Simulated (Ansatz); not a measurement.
A series of calculations on C2H11NOSi2

**1. Relaxation**

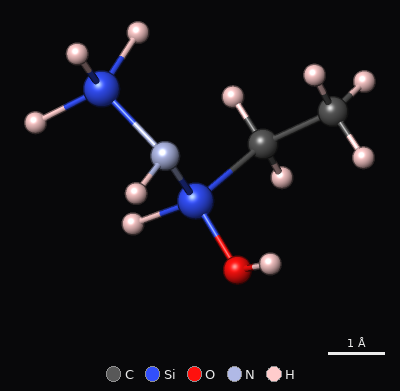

This is the input geometry for a relaxation of C₂H₁₁NOSi₂. A ball-and-stick model, seen at a tilt.

The run prepares an end point of a later path (torsion) calculation, from a guessed geometry.

The calculation used RKS B3LYP-D4/6-31G in Ansatz.

Input
```yaml
crystal:
  periodic: [false, false, false]
  atoms:
    - { symbol: C, position_ang: [1.6863, -1.2597, -0.8387] }
    - { symbol: C, position_ang: [1.0866, 0.1975, -0.991] }
    - { symbol: Si, position_ang: [-0.7646, 0.4142, -0.6658] }
    - { symbol: O, position_ang: [-1.5888, -0.5053, -1.6612] }
    - { symbol: "N", position_ang: [-1.225, -0.1673, 0.8376] }
    - { symbol: Si, position_ang: [-0.7308, 0.8928, 2.0976] }
    - { symbol: H, position_ang: [1.1597, -1.9063, -1.5277] }
    - { symbol: H, position_ang: [1.5546, -1.5767, 0.1633] }
    - { symbol: H, position_ang: [2.7107, -1.2127, -1.0457] }
    - { symbol: H, position_ang: [1.2909, 0.5467, -1.9883] }
    - { symbol: H, position_ang: [1.6526, 0.8631, -0.3096] }
    - { symbol: H, position_ang: [-1.1365, 1.8254, -0.7975] }
    - { symbol: H, position_ang: [-1.6274, -1.4451, -1.5325] }
    - { symbol: H, position_ang: [-2.2674, -0.1726, 0.8773] }
    - { symbol: H, position_ang: [0.7457, 0.9586, 2.1223] }
    - { symbol: H, position_ang: [-1.363, 2.2335, 1.9369] }
    - { symbol: H, position_ang: [-1.2027, 0.3133, 3.3633] }
basis:
  gaussian: { orbitals: "6-31G" }
hamiltonian:
  xc: b3lyp
  dispersion: d4
relax:
  f_tol: 0.015
  max_steps: 40
output:
  orbitals: {}
```

Launched with:
```bash
ansatz run input.yaml --threads 1 --pin off --max-ram 2048MiB --backend cpu --events-out ev --progress --plain --runs-dir out
```

Q: Where does the relaxation end?

A: The energy falls by 1.622 eV in 32 geometry steps. Largest force component: 3.9 eV/Å at the start, 0.011 eV/Å at the end. The atom that moves furthest after the best rigid fit is H16 (2.37 Å). Largest moves by element: H 2.37 Å, N 0.78 Å, O 0.54 Å, Si 0.52 Å, C 0.46 Å. Some distances before and after: Si3–Si6 2.805 → 3.222 Å, Si3–O4 1.586 → 1.734 Å, Si3–N5 1.676 → 1.774 Å, N5–Si6 1.719 → 1.784 Å. Among the angles between lasting bonds that change: Si3–N5–Si6 111.4° → 129.8°, O4–Si3–H12 111.7° → 101.3°, O4–Si3–N5 102.7° → 112.9°. The run took 4.2 min on 1 thread of Arm Neoverse V2, on a shared host, peak memory 0.22 GiB.

History of the run:

```csv
step,"E − E(0), eV","largest force component, eV/Å"
0,0.0000,3.9234
1,-1.0888,1.8189
2,-1.4015,1.1523
3,-1.4531,1.6981
4,-1.5204,0.4033
5,-1.5468,0.0884
6,-1.5612,0.2372
7,-1.5679,0.2163
8,-1.5750,0.3350
9,-1.5759,0.4686
10,-1.5843,0.0513
11,-1.5872,0.1084
12,-1.5892,0.1828
13,-1.5914,0.1942
15,-1.5948,0.1143
16,-1.5972,0.1061
17,-1.5990,0.1918
18,-1.6018,0.1373
19,-1.6062,0.0396
20,-1.6079,0.1336
22,-1.6115,0.0298
23,-1.6126,0.1184
24,-1.6144,0.0378
25,-1.6145,0.1217
26,-1.6165,0.0401
27,-1.6177,0.1206
29,-1.6208,0.0273
30,-1.6217,0.0274
31,-1.6219,0.0210
32,-1.6220,0.0108
```

Final geometry:

```xyz
17

C     1.6362   -0.8490   -0.6492
C     0.9436    0.4631   -1.0691
Si   -0.9608    0.4070   -0.9741
O    -1.5585   -1.0409   -1.7188
N    -1.4566    0.5678    0.7219
Si   -0.4814    0.4531    2.2118
H     1.2864   -1.6888   -1.2610
H     1.4450   -1.0991    0.4011
H     2.7229   -0.7797   -0.7745
H     1.2063    0.7001   -2.1081
H     1.3011    1.3024   -0.4587
H    -1.6300    1.4594   -1.8011
H    -1.4244   -1.9253   -1.3409
H    -2.4464    0.7334    0.8741
H    -0.0776   -0.9564    2.5625
H     0.7848    1.2525    2.0851
H    -1.3097    0.9997    3.3392
```

After the run, drawn alike:

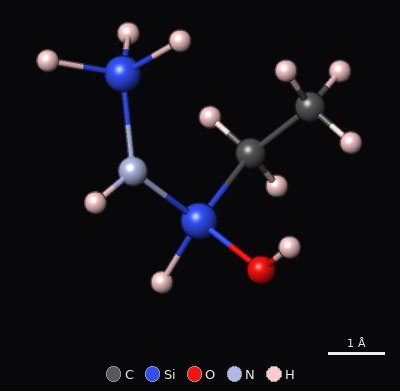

Limits of the set-up: the basis has no polarisation functions, which atoms past neon need.

**2. Relaxation**

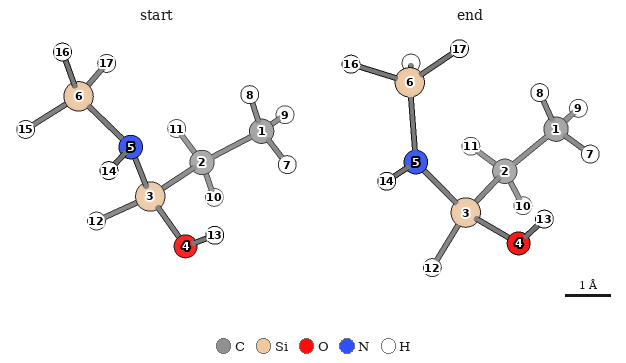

The structure of C2H11NOSi2 before (left) and after (right) a relaxation, at one scale.

Style: ball-and-stick. Shown at a tilt.

The run prepares an end point of a later path (torsion) calculation, from a guessed geometry.

Level of theory: Ansatz 0.2.0, RKS B3LYP-D4/6-31G.

The input:
```yaml
crystal:
  periodic: [false, false, false]
  atoms:
    - { symbol: C, position_ang: [1.6863, -1.2597, -0.8387] }
    - { symbol: C, position_ang: [1.0866, 0.1975, -0.991] }
    - { symbol: Si, position_ang: [-0.7646, 0.4142, -0.6658] }
    - { symbol: O, position_ang: [-1.5888, -0.5053, -1.6612] }
    - { symbol: "N", position_ang: [-1.225, -0.1673, 0.8376] }
    - { symbol: Si, position_ang: [-0.7308, 0.8928, 2.0976] }
    - { symbol: H, position_ang: [1.1597, -1.9063, -1.5277] }
    - { symbol: H, position_ang: [1.5546, -1.5767, 0.1633] }
    - { symbol: H, position_ang: [2.7107, -1.2127, -1.0457] }
    - { symbol: H, position_ang: [1.2909, 0.5467, -1.9883] }
    - { symbol: H, position_ang: [1.6526, 0.8631, -0.3096] }
    - { symbol: H, position_ang: [-1.1365, 1.8254, -0.7975] }
    - { symbol: H, position_ang: [-1.6274, -1.4451, -1.5325] }
    - { symbol: H, position_ang: [-2.2674, -0.1726, 0.8773] }
    - { symbol: H, position_ang: [-1.28931, 2.23775, 1.84427] }
    - { symbol: H, position_ang: [-1.12415, 0.34882, 3.42889] }
    - { symbol: H, position_ang: [0.73628, 0.96996, 2.05031] }
basis:
  gaussian: { orbitals: "6-31G" }
hamiltonian:
  xc: b3lyp
  dispersion: d4
relax:
  f_tol: 0.015
  max_steps: 40
output:
  orbitals: {}
```

Run as
```bash
ansatz run input.yaml --threads 1 --pin off --max-ram 2048MiB --backend cpu --events-out ev --progress --plain --runs-dir out
```

What changed between the two?

The energy falls by 1.618 eV in 29 accepted moves (30 points after the start). The largest force component goes from 4 to 0.0049 eV/Å. The line search rejected the trial step at point 28 of the run. The atom that moves furthest after the best rigid fit is H15 (2.33 Å). Largest moves by element: H 2.33 Å, N 0.78 Å, O 0.54 Å, Si 0.52 Å, C 0.44 Å. Some distances before and after: Si3–Si6 2.805 → 3.223 Å, Si3–O4 1.586 → 1.735 Å, Si3–N5 1.676 → 1.774 Å, N5–Si6 1.719 → 1.784 Å. Among the angles between lasting bonds that change: Si3–N5–Si6 111.4° → 129.8°, O4–Si3–H12 111.7° → 101.3°, O4–Si3–N5 102.7° → 112.9°.

Limits of the set-up: the basis has no polarisation functions, which atoms past neon need.

**3. Path**

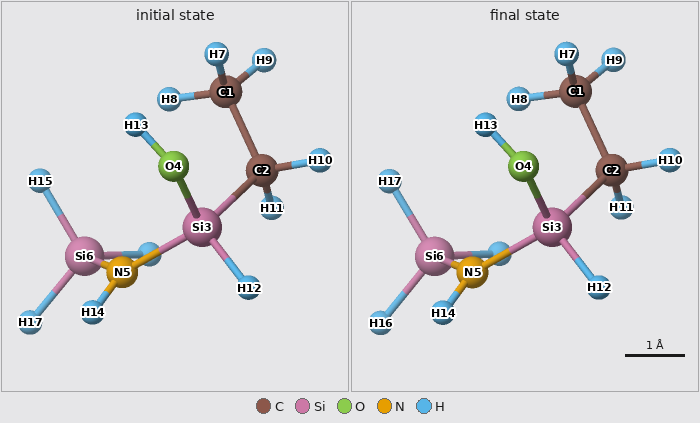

The two relaxed end points of a path for C₂H₁₁NOSi₂. A ball-and-stick model, seen from a free direction.

Computed with RKS B3LYP-D4/6-31G in Ansatz 0.2.0.

Run with 5 movable images; climbing image; force threshold 0.05 eV/Å; iteration limit 20.

Start:
```xyz
17

C     1.6912   -0.7599   -0.6180
C     0.9380    0.5142   -1.0505
Si   -0.9622    0.3570   -0.9921
O    -1.4678   -1.1193   -1.7490
N    -1.4982    0.4887    0.6941
Si   -0.5471    0.4235    2.2025
H     1.3981   -1.6162   -1.2369
H     1.4934   -1.0215    0.4282
H     2.7748   -0.6329   -0.7224
H     1.2077    0.7665   -2.0841
H     1.2387    1.3704   -0.4328
H    -1.6702    1.3737   -1.8313
H    -1.2942   -1.9959   -1.3691
H    -2.4981    0.6013    0.8273
H    -0.0758   -0.9632    2.5600
H     0.6771    1.2892    2.1005
H    -1.4246    0.9237    3.3140
```

End:
```xyz
17

C     1.6185   -0.9289   -0.5812
C     0.9848    0.3929   -1.0598
Si   -0.9220    0.4060   -1.0112
O    -1.5516   -1.0472   -1.7189
N    -1.4512    0.6437    0.6655
Si   -0.5172    0.5479    2.1826
H     1.2560   -1.7744   -1.1777
H     1.3891   -1.1398    0.4701
H     2.7100   -0.9014   -0.6769
H     1.2820    0.5873   -2.0984
H     1.3570    1.2379   -0.4663
H    -1.5356    1.4496   -1.8907
H    -1.4546   -1.9204   -1.3051
H    -2.4379    0.8485    0.7867
H     0.7821    1.2915    2.0580
H    -1.3498    1.1680    3.2677
H    -0.1786   -0.8618    2.5959
```

Question: Predict the minimum-energy path and its barrier.

Answer: The barrier is about 0.80 kcal/mol in both directions, with image 3 at the top; the ends have the same energy. The motion is a rotation about the N5–Si6 bond by about 120°. No bond forms or breaks between the ends. Bond angles that change up to the highest image, for instance: N5–Si6–H15 113.6° → 109.0°, N5–Si6–H17 107.6° → 110.3°. The band converged in 18 iterations, with a climbing image at the top.

Energies of the converged images:

```tsv
image	path (Å)	E (kcal/mol)
0	0.00	0.00
1	1.00	0.20
2	2.00	0.53
3	3.00	0.80
4	3.74	0.62
5	4.47	0.25
6	5.21	0.00
```

The geometry at the top of the path:

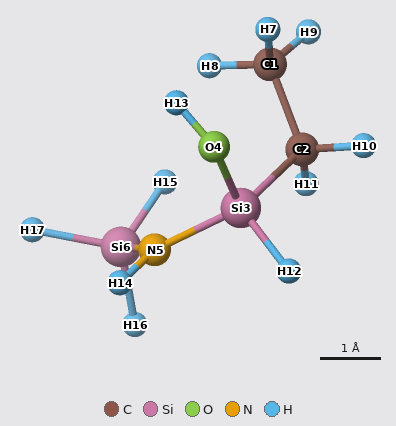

Limits of the set-up: the basis has no polarisation functions, which atoms past neon need.
